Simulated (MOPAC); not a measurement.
## CH5Ge: geometry relaxation (part 2 of 2)

CH5Ge, multiplicity 2, SMILES [CH2][GeH3]; PM6-DH+, unrestricted, dispersion DH+ (MOPAC 23.2.5). The atoms were displaced at random from an optimised geometry.

Geometry of the input (Å):
```
C  -0.2235  -1.1439  0.1054
Ge 0.1855  0.7244  -0.0960
H  -1.1709  -1.5684  -0.2498
H  0.4297  -1.8224  0.6164
H  -0.4408  1.2673  -1.3868
H  -0.4211  1.5544  1.0794
H  1.6858  0.9213  -0.1108
```

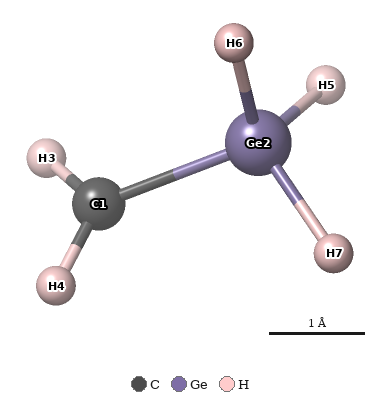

The geometry at step 9 of the log (ball-and-stick view, seen at a tilt; atoms are numbered from 1 in the order of the input).

## Trajectory as extended XYZ (Å, eV, eV/Å), 18 frames, from step=0 to step=17
```
7
Properties=species:S:1:pos:R:3:forces:R:3 step=0 energy=1.97275
C    -0.2235   -1.1439    0.1054   -0.5096   0.3070  -0.0988
Ge    0.1855    0.7244   -0.0960   -0.5780  -0.0568   0.3064
H    -1.1709   -1.5684   -0.2498    0.6571   0.3482   0.1832
H     0.4297   -1.8224    0.6164   -0.0304   0.1454  -0.1056
H    -0.4408    1.2673   -1.3868    0.0507  -0.1872   0.0717
H    -0.4211    1.5544    1.0794    0.1883  -0.4892  -0.3519
H     1.6858    0.9213   -0.1108    0.2219  -0.0674  -0.0050
7
Properties=species:S:1:pos:R:3:forces:R:3 step=1 energy=1.94881
C    -0.2269   -1.1313    0.0959    0.1101   0.1457   0.2904
Ge    0.1830    0.7208   -0.0882   -0.0182  -0.2010  -0.4300
H    -1.1531   -1.5542   -0.2273    0.0105   0.0851  -0.0902
H     0.4318   -1.8149    0.6062   -0.0568   0.1964  -0.1565
H    -0.4386    1.2567   -1.3829    0.0436  -0.1565  -0.0184
H    -0.4160    1.5319    1.0338   -0.1690   0.0234   0.4048
H     1.6921    0.9199   -0.1149    0.0798  -0.0931  -0.0002
7
Properties=species:S:1:pos:R:3:forces:R:3 step=2 energy=1.93412
C    -0.2261   -1.1211    0.1080   -0.1550   0.1066  -0.0181
Ge    0.1816    0.7167   -0.0939    0.0383   0.1686   0.0111
H    -1.1465   -1.5461   -0.2369    0.0089   0.0871  -0.0317
H     0.4310   -1.8055    0.5876    0.1584  -0.0387   0.0693
H    -0.4359    1.2492   -1.3817   -0.0135  -0.0932  -0.1146
H    -0.4187    1.5245    1.0569   -0.0277  -0.1391   0.0963
H     1.6956    0.9170   -0.1044   -0.0094  -0.0913  -0.0124
7
Properties=species:S:1:pos:R:3:forces:R:3 step=3 energy=1.92871
C    -0.2279   -1.1154    0.1100    0.0141  -0.0680   0.0473
Ge    0.1812    0.7167   -0.0949   -0.0323   0.3340   0.0289
H    -1.1424   -1.5399   -0.2415   -0.0586   0.0399  -0.0356
H     0.4361   -1.8047    0.5891    0.0345   0.0698   0.0016
H    -0.4358    1.2400   -1.3953    0.0372  -0.1112   0.0411
H    -0.4201    1.5122    1.0756    0.0353  -0.1892  -0.0713
H     1.6967    0.9114   -0.1050   -0.0301  -0.0753  -0.0120
7
Properties=species:S:1:pos:R:3:forces:R:3 step=4 energy=1.92276
C    -0.2306   -1.1159    0.1183    0.0637   0.1067  -0.0892
Ge    0.1810    0.7222   -0.0970   -0.0236   0.1161   0.1017
H    -1.1392   -1.5300   -0.2546   -0.0887  -0.0261   0.0009
H     0.4417   -1.7998    0.5855    0.0318   0.0013   0.0549
H    -0.4340    1.2211   -1.4036    0.0108  -0.0516   0.0283
H    -0.4207    1.4852    1.0912    0.0254  -0.1055  -0.0849
H     1.6978    0.8978   -0.1064   -0.0194  -0.0409  -0.0116
7
Properties=species:S:1:pos:R:3:forces:R:3 step=5 energy=1.92105
C    -0.2300   -1.1104    0.1176    0.0409  -0.1184  -0.0563
Ge    0.1805    0.7236   -0.0964    0.0560   0.0577   0.0506
H    -1.1407   -1.5277   -0.2591    0.0134   0.0084   0.0453
H     0.4445   -1.7972    0.5904   -0.0665   0.0826  -0.0108
H    -0.4330    1.2095   -1.4043   -0.0197  -0.0004  -0.0262
H    -0.4206    1.4698    1.0933   -0.0173  -0.0116   0.0033
H     1.6980    0.8890   -0.1103   -0.0068  -0.0182  -0.0059
7
Properties=species:S:1:pos:R:3:forces:R:3 step=6 energy=1.92024
C    -0.2296   -1.1129    0.1143    0.0558   0.0068  -0.0195
Ge    0.1807    0.7253   -0.0953    0.0228  -0.0153  -0.0442
H    -1.1419   -1.5273   -0.2546   -0.0275  -0.0192   0.0109
H     0.4433   -1.7931    0.5934   -0.0306   0.0310  -0.0016
H    -0.4332    1.2062   -1.4083    0.0016  -0.0073   0.0261
H    -0.4212    1.4665    1.0936   -0.0324   0.0126   0.0310
H     1.6977    0.8856   -0.1121    0.0101  -0.0085  -0.0028
7
Properties=species:S:1:pos:R:3:forces:R:3 step=7 energy=1.91997
C    -0.2289   -1.1133    0.1118    0.0417   0.0229   0.0101
Ge    0.1809    0.7256   -0.0955    0.0180  -0.0222   0.0015
H    -1.1431   -1.5282   -0.2513   -0.0260  -0.0175  -0.0021
H     0.4420   -1.7908    0.5964   -0.0173   0.0162  -0.0053
H    -0.4332    1.2052   -1.4064   -0.0126   0.0099  -0.0082
H    -0.4223    1.4664    1.0953   -0.0182  -0.0049   0.0062
H     1.6977    0.8842   -0.1116    0.0145  -0.0044  -0.0022
7
Properties=species:S:1:pos:R:3:forces:R:3 step=8 energy=1.91989
C    -0.2280   -1.1125    0.1108   -0.0298   0.0040  -0.0025
Ge    0.1809    0.7253   -0.0953    0.0127   0.0052  -0.0185
H    -1.1445   -1.5292   -0.2498    0.0128   0.0047   0.0055
H     0.4407   -1.7884    0.5971    0.0110  -0.0117   0.0083
H    -0.4335    1.2050   -1.4073   -0.0039   0.0063   0.0098
H    -0.4232    1.4655    1.0959   -0.0129  -0.0076  -0.0015
H     1.6981    0.8829   -0.1119    0.0102  -0.0009  -0.0011
7
Properties=species:S:1:pos:R:3:forces:R:3 step=9 energy=1.91986
C    -0.2283   -1.1124    0.1109   -0.0092   0.0002   0.0045
Ge    0.1810    0.7254   -0.0955    0.0163   0.0015  -0.0058
H    -1.1441   -1.5291   -0.2498    0.0027   0.0002   0.0026
H     0.4409   -1.7887    0.5974    0.0016  -0.0023   0.0026
H    -0.4336    1.2052   -1.4067   -0.0072   0.0093   0.0008
H    -0.4236    1.4649    1.0962   -0.0111  -0.0078  -0.0033
H     1.6983    0.8829   -0.1117    0.0069  -0.0012  -0.0013
7
Properties=species:S:1:pos:R:3:forces:R:3 step=10 energy=1.91982
C    -0.2286   -1.1123    0.1111    0.0073  -0.0021   0.0090
Ge    0.1812    0.7255   -0.0958    0.0173  -0.0030   0.0036
H    -1.1439   -1.5293   -0.2494   -0.0048  -0.0019  -0.0001
H     0.4410   -1.7887    0.5979   -0.0052   0.0049  -0.0017
H    -0.4342    1.2062   -1.4059   -0.0078   0.0100  -0.0056
H    -0.4246    1.4635    1.0963   -0.0080  -0.0068  -0.0038
H     1.6987    0.8828   -0.1115    0.0011  -0.0010  -0.0015
7
Properties=species:S:1:pos:R:3:forces:R:3 step=11 energy=1.91978
C    -0.2289   -1.1122    0.1115    0.0175  -0.0035   0.0080
Ge    0.1816    0.7255   -0.0963    0.0125  -0.0067   0.0084
H    -1.1439   -1.5299   -0.2488   -0.0084  -0.0008  -0.0014
H     0.4409   -1.7884    0.5987   -0.0082   0.0081  -0.0033
H    -0.4352    1.2082   -1.4049   -0.0046   0.0071  -0.0075
H    -0.4267    1.4612    1.0962   -0.0030  -0.0040  -0.0027
H     1.6994    0.8825   -0.1112   -0.0057  -0.0002  -0.0015
7
Properties=species:S:1:pos:R:3:forces:R:3 step=12 energy=1.91976
C    -0.2289   -1.1122    0.1116    0.0122  -0.0027   0.0038
Ge    0.1819    0.7255   -0.0965    0.0049  -0.0058   0.0043
H    -1.1441   -1.5302   -0.2483   -0.0051   0.0019  -0.0010
H     0.4407   -1.7879    0.5993   -0.0050   0.0044  -0.0013
H    -0.4359    1.2097   -1.4045   -0.0006   0.0032  -0.0038
H    -0.4280    1.4597    1.0960   -0.0003  -0.0019  -0.0009
H     1.6996    0.8824   -0.1113   -0.0062   0.0009  -0.0012
7
Properties=species:S:1:pos:R:3:forces:R:3 step=13 energy=1.91976
C    -0.2288   -1.1122    0.1116    0.0003  -0.0006  -0.0011
Ge    0.1821    0.7254   -0.0966   -0.0031  -0.0019  -0.0028
H    -1.1444   -1.5300   -0.2480    0.0007   0.0037   0.0005
H     0.4403   -1.7875    0.5998    0.0004  -0.0019   0.0017
H    -0.4362    1.2107   -1.4044    0.0027  -0.0006   0.0016
H    -0.4288    1.4589    1.0959    0.0008  -0.0006   0.0009
H     1.6995    0.8824   -0.1115   -0.0018   0.0019  -0.0007
7
Properties=species:S:1:pos:R:3:forces:R:3 step=14 energy=1.91976
C    -0.2287   -1.1122    0.1116    0.0003  -0.0004  -0.0006
Ge    0.1820    0.7253   -0.0965   -0.0023  -0.0011  -0.0023
H    -1.1444   -1.5298   -0.2481    0.0005   0.0025   0.0005
H     0.4403   -1.7875    0.5998   -0.0001  -0.0016   0.0013
H    -0.4361    1.2106   -1.4044    0.0020  -0.0002   0.0011
H    -0.4286    1.4590    1.0959    0.0004  -0.0009   0.0006
H     1.6994    0.8825   -0.1116   -0.0007   0.0018  -0.0007
7
Properties=species:S:1:pos:R:3:forces:R:3 step=15 energy=1.91975
C    -0.2285   -1.1122    0.1116    0.0002   0.0001   0.0006
Ge    0.1819    0.7252   -0.0966   -0.0002   0.0018   0.0002
H    -1.1445   -1.5290   -0.2483   -0.0003  -0.0015   0.0005
H     0.4402   -1.7878    0.6002   -0.0016  -0.0006  -0.0003
H    -0.4357    1.2107   -1.4044   -0.0002   0.0001  -0.0005
H    -0.4285    1.4589    1.0961    0.0000  -0.0012  -0.0001
H     1.6991    0.8829   -0.1118    0.0021   0.0014  -0.0002
7
Properties=species:S:1:pos:R:3:forces:R:3 step=16 energy=1.91975
C    -0.2286   -1.1122    0.1116    0.0002   0.0001   0.0003
Ge    0.1820    0.7253   -0.0966   -0.0002   0.0011   0.0000
H    -1.1445   -1.5291   -0.2482   -0.0002  -0.0009   0.0003
H     0.4401   -1.7877    0.6002   -0.0013  -0.0005  -0.0002
H    -0.4358    1.2108   -1.4044    0.0002  -0.0002  -0.0003
H    -0.4286    1.4587    1.0961    0.0002  -0.0009   0.0001
H     1.6992    0.8829   -0.1118    0.0011   0.0013  -0.0002
7
Properties=species:S:1:pos:R:3:forces:R:3 step=17 energy=1.91975
C    -0.2286   -1.1122    0.1116    0.0000   0.0002   0.0000
Ge    0.1820    0.7253   -0.0966    0.0008  -0.0004   0.0000
H    -1.1446   -1.5292   -0.2480    0.0000   0.0000   0.0000
H     0.4399   -1.7878    0.6004   -0.0005   0.0001  -0.0002
H    -0.4358    1.2110   -1.4043    0.0004  -0.0006   0.0001
H    -0.4288    1.4582    1.0962    0.0005  -0.0001   0.0003
H     1.6993    0.8832   -0.1118   -0.0013   0.0009  -0.0001
```
